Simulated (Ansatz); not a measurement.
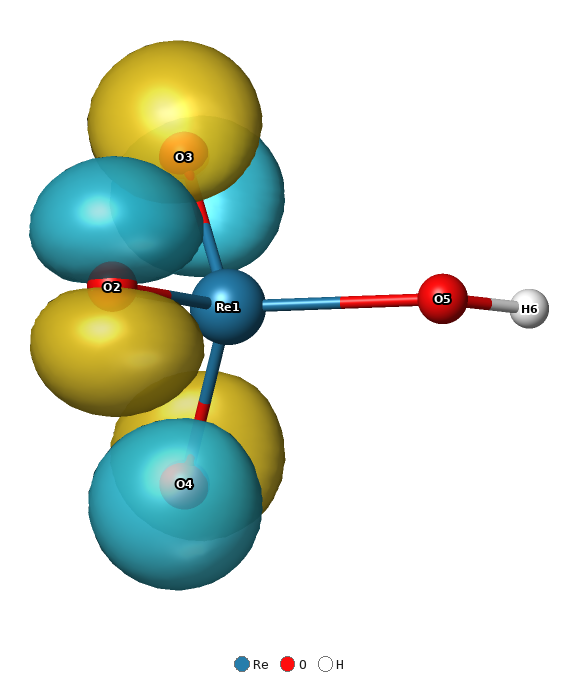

HO4Re (ReO3(OH)). The HOMO at ±0.15 Å⁻³ᐟ² (yellow and cyan are the two phases), seen from one side.

Geometry: PBE-D4/def2-SVP; core potentials replace the inner electrons of Re.

Level of theory: RKS PBE0-D4/def2-TZVP (Ansatz 0.2.0).

```yaml
atoms:
  - { symbol: Re, position_ang: [0.1756, 0.3057, 0.2627] }
  - { symbol: O, position_ang: [0.1512, 0.2937, 1.9805] }
  - { symbol: O, position_ang: [1.8052, 0.3361, -0.2848] }
  - { symbol: O, position_ang: [-0.5952, 1.7320, -0.3096] }
  - { symbol: O, position_ang: [-0.7161, -1.2388, -0.3478] }
  - { symbol: H, position_ang: [-0.8207, -1.4288, -1.3011] }
```

Q: Describe this orbital and give its energy.

A: Its weight (Hirshfeld) is mainly on O3 (about 30 %), O4 (about 30 %) and O2 (about 30 %); largely a combination of lone pairs on O3, O4 and O2. Its energy is −9.70 eV.
